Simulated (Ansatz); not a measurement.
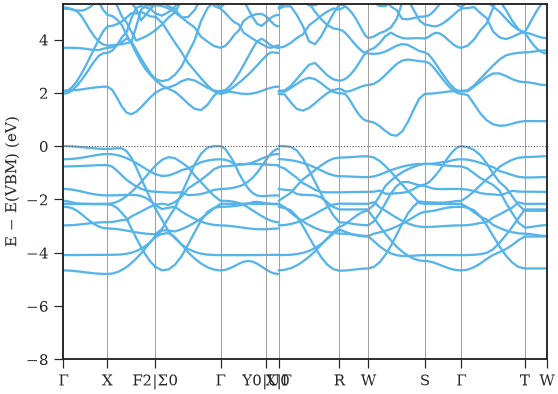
*Band structure from PBEsol (plane waves, PAW; program Ansatz)*

The gap is 0.34 eV; an edge lies off the plotted path or next to a special point (maximum on the Σ0–Γ line, 95 % of the way from Σ0, minimum off the standard path).

The material is K$_{2}$Te$_{2}$Pd in space group Immm (No. 71; K on 4j, Te on 4h, Pd on 2a).

The first step of the workflow began from a Materials Project structure, measured or hypothetical; the Crystallography Open Database copy checked does not list it. Whether it is the stable phase at ambient conditions was not checked. The PBEsol relaxation kept the symmetry of its start; its stability against distortions is not shown here. No spin polarisation was allowed. Scalar-relativistic: spin–orbit coupling is off unless named, which matters more the heavier the elements.

Potentials: the later of the program's two PAW sets.
